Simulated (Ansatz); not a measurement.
**Li2MgGeS4 (stannite) (I-42m): band gap by G0W0 on PBEsol**

Aim: the quasiparticle gap of Li2MgGeS4 (stannite) (I-42m), starting from PBEsol.

Program: Ansatz 0.2.0. Level of theory: PBEsol, then G0W0 on it, plane waves, PAW. Results are calculated unless marked as measured.

The structure was built from a prototype and need not be the compound's stable phase.

## Step 1: The structure

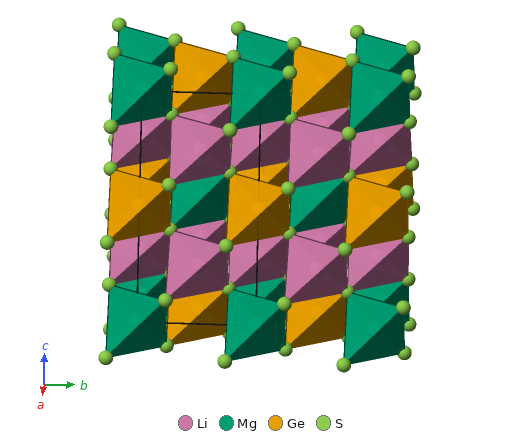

The starting structure, seen slightly off an axis (lithium pink, magnesium teal, germanium orange, sulfur green). 1×2×1 cells are drawn. This picture shows the conventional cell, with its axes. Some periodic images of atoms are drawn too.

The start is a generated structure, not a measured one. The default PAW set here is soft_2. Its files were made with PBE.

## Step 2: Relaxing the structure

The structure is relaxed first.

This step: DFT, PBEsol, plane waves, PAW.

The input, input.yaml:

```yaml
crystal:
  lattice:
    - [-2.5739429701, 2.5739429701, 5.1478859402]
    - [2.5739429701, -2.5739429701, 5.1478859402]
    - [2.5739429701, 2.5739429701, -5.1478859402]
  atoms:
    - { symbol: Li, position: [0.75, 0.25, 0.5] }
    - { symbol: Li, position: [0.25, 0.75, 0.5] }
    - { symbol: Mg, position: [0.0, 0.0, 0.0] }
    - { symbol: Ge, position: [0.5, 0.5, 0.0] }
    - { symbol: S, position: [0.883, 0.883, 0.51] }
    - { symbol: S, position: [0.117, 0.627, 0.0] }
    - { symbol: S, position: [0.627, 0.117, 0.0] }
    - { symbol: S, position: [0.373, 0.373, 0.49] }
kpoints:
  mp_grid: { grid: [6, 6, 6] }
hamiltonian:
  xc: pbesol
scf:
  occupations: { method: fermi_dirac, width: 0.02 }
relax:
  f_tol: 0.01
  max_steps: 100
  cell: {}
```

The run is started by

```console
> ansatz run input.yaml --threads 4 --pin off --max-ram 17510MiB --backend cpu --events-out ev --progress --plain --runs-dir out
```

Numbers of over 12 decimals in the logs are rounded to 6 here.

Log:

```text
Engine: ansatz 0.2.0, aarch64-unknown-linux-gnu
Pseudopotentials: kind: paw
Pseudopotential: Li, paw, valence charge 3, recommended cutoff 420 eV (normal), Li.paw.azcp
Pseudopotential: Mg, paw, valence charge 10, recommended cutoff 420 eV (normal), Mg.paw.azcp
Pseudopotential: Ge, paw, valence charge 14, recommended cutoff 420 eV (normal), Ge.paw.azcp
Pseudopotential: S, paw, valence charge 6, recommended cutoff 420 eV (normal), S.paw.azcp
Functional definition: PBEsol
  exchange = pbesol_x
  correlation = pbesol_c
Crystal: 8 atoms, lattice volume = 136.423 Å³
Basis set: ecut = 420 eV, 2665 PW (Γ), exchange–correlation on 90×90×90 points (8 copies of the dense FFT grid, shifted against one another)
Bands: 35, of which v1, the nominal top of the filled ones, is band 27 counted from 1 (26 counted from 0)
Symmetry: 8 space group operations
Space group: I-42m (ITA 121), of the structure as read, at distance tolerance 5.1e-5 Å
k-points: 30 of 216 (time reversal used)
Non-local potential: Li, projectors of the file, l = 0: 3, l = 1: 2, l = 2: 1
Non-local potential: Mg, projectors of the file, l = 0: 3, l = 1: 2, l = 2: 1
Non-local potential: Ge, projectors of the file, l = 0: 2, l = 1: 2, l = 2: 3, l = 3: 1
Non-local potential: S, projectors of the file, l = 0: 2, l = 1: 2, l = 2: 2
PAW form: soft (Blöchl's): semilocal exchange-correlation on the pseudo side does not see the compensation charge
PAW frozen core: Mg, regenerated for the run's functional, and the local potential with it (the file was generated under x = pbe(κ = 0.804, μ = 0.219515), c = pbe(β = 0.066725))
PAW frozen core: Ge, regenerated for the run's functional, and the local potential with it (the file was generated under x = pbe(κ = 0.804, μ = 0.219515), c = pbe(β = 0.066725))
PAW frozen core: S, regenerated for the run's functional, and the local potential with it (the file was generated under x = pbe(κ = 0.804, μ = 0.219515), c = pbe(β = 0.066725))
PAW one-centre angular grid: Li, 110 points (default); XC on 64 Gauss nodes
PAW one-centre angular grid: Mg, 110 points (default); XC on 64 Gauss nodes
PAW one-centre angular grid: Ge, 590 points (default); XC on 64 Gauss nodes
PAW one-centre angular grid: S, 110 points (default); XC on 64 Gauss nodes
Initial density: superposition of atomic densities (neutral atoms: chi_scale 0, normalization atom), corrected by the library's trained network
Initial wavefunctions: pseudopotential atomic-orbital guess
Functional: x = pbesol(κ = 0.804, μ = 0.123457), c = pbesol(β = 0.046)
SCF iter   1: F=—  HF=-10117.987949 eV  |F-HF|=—  |Δ(HF+E_count)|=         —  Δρ=3.97e-3  dr2=2.82e-2  ethr=1.77e-3  ⟨swp⟩=6.9  Hψ=4924  notcnv=0  defer=3
preconditioner: auto → Resta (q_TF=auto, 2.338 Å⁻¹)  ε∞=4.0  [insulator: Δε(μ)=1.841 eV  Ē_g=10.360 eV  σ=0.020 eV  W_gap=1.00  n_scr=30 (ndim 8)  ℏωp=18.0 eV  f_vac=0.001  D(μ)=0.00/eV (n_scr^D=0)  ε∞_Penn≈4.0]
SCF iter   2: F=—  HF=-10117.977993 eV  |F-HF|=—  |Δ(HF+E_count)|=   9.96e-3  Δρ=1.75e-3  dr2=5.15e-3  ethr=5.22e-5  ⟨swp⟩=2.7  Hψ=2090  notcnv=0  defer=120
SCF iter   3: F=—  HF=-10117.976808 eV  |F-HF|=—  |Δ(HF+E_count)|=   1.19e-3  Δρ=3.81e-4  dr2=2.26e-4  ethr=9.53e-6  ⟨swp⟩=2.0  Hψ=1722  notcnv=0  defer=120
SCF iter   4: F=—  HF=-10117.976865 eV  |F-HF|=—  |Δ(HF+E_count)|=   5.73e-5  Δρ=1.21e-4  dr2=1.91e-5  ethr=4.19e-7  ⟨swp⟩=2.8  Hψ=1846  notcnv=0  defer=120
SCF iter   5: F=—  HF=-10117.976874 eV  |F-HF|=—  |Δ(HF+E_count)|=   8.94e-6  Δρ=4.39e-5  dr2=2.76e-6  ethr=3.54e-8  ⟨swp⟩=2.4  Hψ=1651  notcnv=0  defer=120
SCF iter   6: F=—  HF=-10117.976876 eV  |F-HF|=—  |Δ(HF+E_count)|=   2.01e-6  Δρ=1.55e-5  dr2=3.08e-7  ethr=5.11e-9  ⟨swp⟩=2.0  Hψ=1592  notcnv=0  defer=120
SCF iter   7: F=-10117.976876 eV  HF=-10117.976876 eV  |F-HF|=2.29e-8  |Δ(HF+E_count)|=   4.21e-7  Δρ=3.88e-6  dr2=2.02e-8  ethr=1.85e-10  ⟨swp⟩=4.0  Hψ=3420  notcnv=0
SCF 1 converged in 7 iterations: F = -10117.976876 eV  dr2 = 2.02e-8
  greatest PAW one-centre occupation: 1.000 electrons in one spin orbital (limit 2), on the Li atom at site 1 (counted from 0), in its partial waves of l = 0
relax step   1: F+E_penalty+E_count = -10117.97687623 eV  Δ(F+E_penalty+E_count) = +0.000e0 eV  max|allowed force component| = 1.568e0 eV/Å  Δτ_max = 0.0000 Å  P = +10.947 GPa  Ω = 136.423 Å³  (7 SCF iters, dr2 threshold 1.00e-7 eV, accepted)
[... from here on, the SCF cycles and remarks between the steps are left out ...]
relax step   2: F+E_penalty+E_count = -10119.09283569 eV  Δ(F+E_penalty+E_count) = -1.116e0 eV  max|allowed force component| = 6.334e-1 eV/Å  Δτ_max = 0.0967 Å  P = +4.514 GPa  Ω = 148.027 Å³  energy of the carried Pulay correction = -7.578e-4 eV  (7 SCF iters, dr2 threshold 8.00e-7 eV, accepted)
relax step   3: F+E_penalty+E_count = -10119.40620162 eV  Δ(F+E_penalty+E_count) = -3.134e-1 eV  max|allowed force component| = 1.896e-1 eV/Å  Δτ_max = 0.0803 Å  P = +1.313 GPa  Ω = 159.064 Å³  energy of the carried Pulay correction = -1.424e-3 eV  (7 SCF iters, dr2 threshold 8.00e-7 eV, accepted)
relax step   4: F+E_penalty+E_count = -10119.42544365 eV  Δ(F+E_penalty+E_count) = -1.924e-2 eV  max|allowed force component| = 4.131e-2 eV/Å  Δτ_max = 0.0129 Å  P = -0.004 GPa  Ω = 162.259 Å³  energy of the carried Pulay correction = -1.607e-3 eV  (6 SCF iters, dr2 threshold 8.00e-7 eV, accepted)
relax step   5: F+E_penalty+E_count = -10119.42608783 eV  Δ(F+E_penalty+E_count) = -6.442e-4 eV  max|allowed force component| = 3.590e-3 eV/Å  Δτ_max = 0.0050 Å  P = +0.013 GPa  Ω = 162.453 Å³  energy of the carried Pulay correction = -1.618e-3 eV  (5 SCF iters, dr2 threshold 1.07e-7 eV, accepted)
relax step   6: F+E_penalty+E_count = -10119.43010888 eV  Δ(F+E_penalty+E_count) = -4.021e-3 eV  max|allowed force component| = 3.065e-3 eV/Å  Δτ_max = 0.0000 Å  P = +0.059 GPa  Ω = 162.453 Å³  stress off target by 8.49e-2 GPa  SCF on the basis re-selected at this cell (its energy is not comparable with the rows above)  (8 SCF iters)
relax step   7: F+E_penalty+E_count = -10119.43016392 eV  Δ(F+E_penalty+E_count) = -5.504e-5 eV  max|allowed force component| = 1.479e-3 eV/Å  Δτ_max = 0.0009 Å  P = +0.003 GPa  Ω = 162.664 Å³  energy of the carried Pulay correction = -1.169e-5 eV  (4 SCF iters, dr2 threshold 1.80e-8 eV, accepted)
relax step   8: F+E_penalty+E_count = -10119.43017517 eV  Δ(F+E_penalty+E_count) = -1.125e-5 eV  max|allowed force component| = 1.486e-3 eV/Å  Δτ_max = 0.0000 Å  P = +0.003 GPa  Ω = 162.664 Å³  stress off target by 2.10e-2 GPa  SCF on the basis re-selected at this cell (its energy is not comparable with the rows above)  (5 SCF iters)
basis re-selected at this cell: Δ(F+E_penalty+E_count) = -1.125e-5 eV, ΔP = -0.000 GPa vs the last step (what re-selecting the basis moved, of the pressure what is left beyond the Pulay correction that the steps carried, after the strain that the cell walked since its last selection, with what the two solves' SCF thresholds leave and, on support functions, any second-order correction that the steps lacked; it is no m [...]
SCF converged after 5 iterations
Free energy (F): -10119.430175 eV
Harris-Foulkes:  -10119.430175 eV  (|F-HF|=4.18e-11)
Internal energy: -10119.430175 eV  (E = F + TS)
E sigma→0 (E₀):  -10119.430175 eV
Fermi energy:    4.629500 eV
--- Per-component energies (eV) ---
  E_band       = -768.719169
  E_kinetic    = 660.743765
  E_local      = -5610.002810  (includes V_loc(G=0)·N_el)
  E_nonlocal   = 566.873130
  E_hartree    = 2240.823103
  E_xc         = -510.354808
  E_vxc        = -480.311409  (∫ρ·V_xc dr)
  E_paw        = -4639.045471  (= ΣΔE_a)
  E_vpaw       = -387.668492  (= ΣTr[D̂ρ^β])
  E_aug_tail   = 0.000300  (compensation charges beyond the density's cutoff)
  E_ewald      = -2829.691980
  E_core_change = 1.224596  (= ΣΔE_core)
  E_smearing   = -0.000000  (= −TS)
  E_closure    = 0.000000  (closes the sum)
  Σ components = -10119.430175   (vs F -10119.430175, Δ=0.00e0)
--- Forces (eV/Å), atoms counted from 1 ---
  atom   1  Li    -0.00000000    -0.00000000    -0.00000000
  atom   2  Li    -0.00000000     0.00000000    -0.00000000
  atom   3  Mg     0.00000000    -0.00000000    -0.00000000
  atom   4  Ge     0.00000000     0.00000000     0.00000000
  atom   5  S      0.00126123     0.00126123    -0.00148612
  atom   6  S      0.00126123    -0.00126123     0.00148612
  atom   7  S     -0.00126123     0.00126123     0.00148612
  atom   8  S     -0.00126123    -0.00126123    -0.00148612
  max |Σ_I F_I| component: 6.51e-18 eV/Å
--- Stress (GPa, compression-positive) ---
       -0.005416       0.000000       0.000000
        0.000000      -0.005416      -0.000000
        0.000000      -0.000000       0.020998
  P = ⅓ Tr σ = 0.0034 GPa (0.034 kbar)
--- Relaxed structure (6 steps of the walk, 6 accepted, 2 SCFs on fresh bases) ---
  F+E_penalty+E_count = -10119.43017517 eV   max|allowed force component| = 1.486e-3 eV/Å   (the final SCF, on the basis selected at the relaxed cell)
  cell:  # Å, volume = 162.6639 Å³
    - [-2.718094, 2.718094, 5.504299]
    - [2.718094, -2.718094, 5.504299]
    - [2.718094, 2.718094, -5.504299]
  atoms:
    - { symbol: Li, position: [0.75, 0.25, 0.5] }
    - { symbol: Li, position: [0.25, 0.75, 0.5] }
    - { symbol: Mg, position: [2.0929482926065125e-19, 7.147615867203381e-19, 5.054667574596869e-19] }
    - { symbol: Ge, position: [0.5, 0.5, 5.054667574596861e-19] }
    - { symbol: S, position: [0.853383, 0.853383, 0.461717] }
    - { symbol: S, position: [0.146617, 0.608334, 0.0] }
    - { symbol: S, position: [0.608334, 0.146617, 0.0] }
    - { symbol: S, position: [0.391666, 0.391666, 0.538283] }
```

Elapsed: 43 s, on 4 threads of Arm Neoverse N1, shared host; peak memory 0.55 GiB.

The steps of the relaxation:

| step | energy less that of the first step (eV) | largest force component (eV/Å) | pressure (GPa) | volume (Å³) |
| --- | --- | --- | --- | --- |
| 1 | 0.0000 | 1.5677 | 10.95 | 136.42 |
| 2 | -1.1160 | 0.6334 | 4.51 | 148.03 |
| 3 | -1.4293 | 0.1896 | 1.31 | 159.06 |
| 4 | -1.4486 | 0.0413 | 0.00 | 162.26 |
| 5 | -1.4492 | 0.0036 | 0.01 | 162.45 |
| 6* | -1.4532 | 0.0031 | 0.06 | 162.45 |
| 7 | -1.4533 | 0.0015 | 0.00 | 162.66 |
| 8* | -1.4533 | 0.0015 | 0.00 | 162.66 |

Relaxation steps marked * repeat the geometry before them on a plane-wave basis chosen anew for their cell, so energy and pressure can jump there.

The run keeps the 8 symmetry operations that it works with, so distortions that break them were not tested.

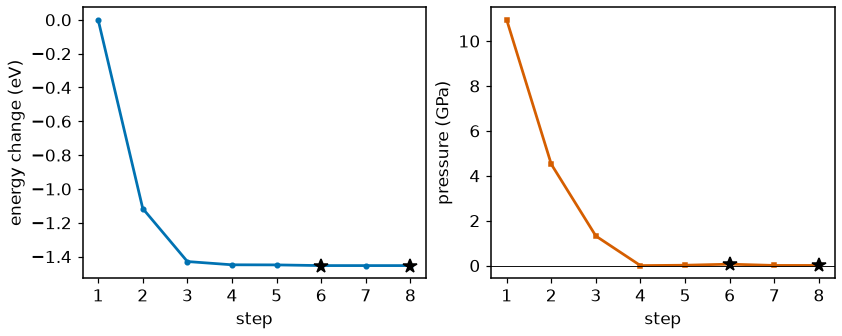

Energy and pressure along the relaxation. Stars mark steps on a basis chosen anew.

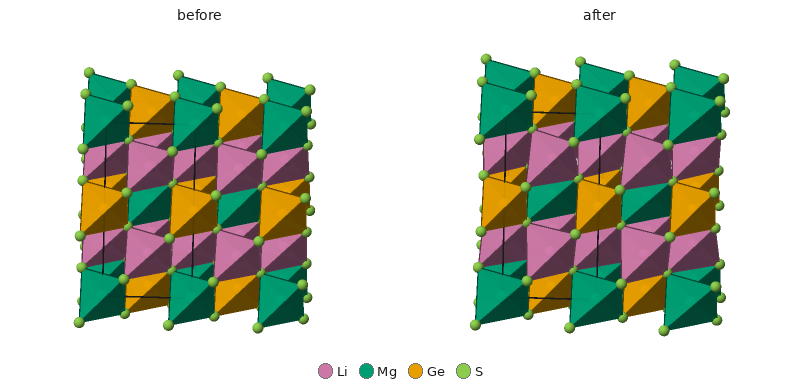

The structure before and after the relaxation, drawn at the same scale.

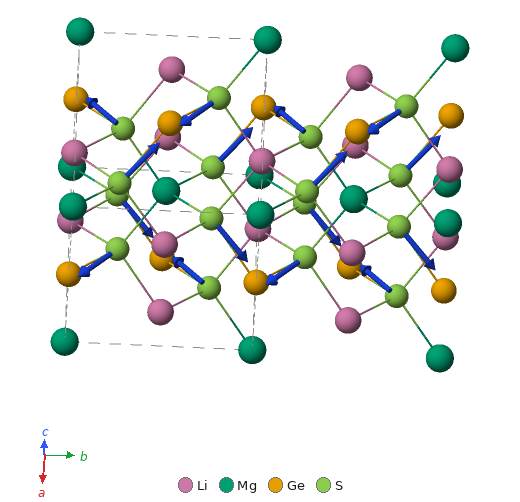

Displacements in the relaxation, exaggerated, measured against the changing cell; the longest in the cell stands for 0.20 Å. Bonds to atoms that aren't drawn are left out. 1×2×1 conventional cells are drawn. Some periodic images of atoms are drawn too.

| conventional cell, symmetrised | before | after | change |
| --- | --- | --- | --- |
| a (Å) | 5.148 | 5.436 | +5.6 % |
| b (Å) | 5.148 | 5.436 | +5.6 % |
| c (Å) | 10.296 | 11.009 | +6.9 % |
| volume (Å³/atom) | 17.05 | 20.33 | +19.2 % |

The atoms that moved most (Å, as changes of fractional coordinates times the final cell):

| atom | dx | dy | dz | length |
| --- | --- | --- | --- | --- |
| S5 | -0.131 | -0.131 | -0.060 | 0.195 |
| S6 | -0.131 | 0.131 | 0.060 | 0.195 |
| S7 | 0.131 | -0.131 | 0.060 | 0.195 |
| S8 | 0.131 | 0.131 | -0.060 | 0.195 |

Final coordinates:

```cif
data_structure
_symmetry_space_group_name_H-M 'P 1'
_symmetry_Int_Tables_number 1
_cell_length_a 6.7137
_cell_length_b 6.7137
_cell_length_c 6.7137
_cell_angle_alpha 132.235
_cell_angle_beta 132.235
_cell_angle_gamma 69.858
_cell_volume 162.66
loop_
_atom_site_label
_atom_site_type_symbol
_atom_site_fract_x
_atom_site_fract_y
_atom_site_fract_z
_atom_site_occupancy
Li1 Li 0.75000 0.25000 0.50000 1
Li2 Li 0.25000 0.75000 0.50000 1
Mg3 Mg 0.00000 0.00000 0.00000 1
Ge4 Ge 0.50000 0.50000 0.00000 1
S5 S 0.85338 0.85338 0.46172 1
S6 S 0.14662 0.60833 0.00000 1
S7 S 0.60833 0.14662 0.00000 1
S8 S 0.39167 0.39167 0.53828 1
```

[end of part 1 of 3]

[Paths, hosts, dates, memory and timing lines, banners, echoed tables and standing remarks are left out of the program output.]

[Logs are printed without paths, hosts, clocks, repeated set-up lines and the standing remarks that a program may print on its own settings, such as how far it seeks lower states.]

[Runs of the session that timed out or met a known fault of the program may be left out.]

[Cells called generated may have been cut or substituted from an entry of the Crystallography Open Database or the Materials Project.]

[Hosts, paths, dates, database ids (printed as entryN), source tags and the programs' standing remarks are cut or masked in the printed files.]

[Where an RPA ε∞ is given, it is that of the G0W0 mesh and is not shown converged in it. Names of k-points follow the symmetry that the program found, which can be lower than the space group named. Band edges on a path are those of the sampled points; other points can move an edge, and change direct to indirect where valleys lie close.]

[Hybrid gaps are those of their k-mesh and are not shown converged in it.]
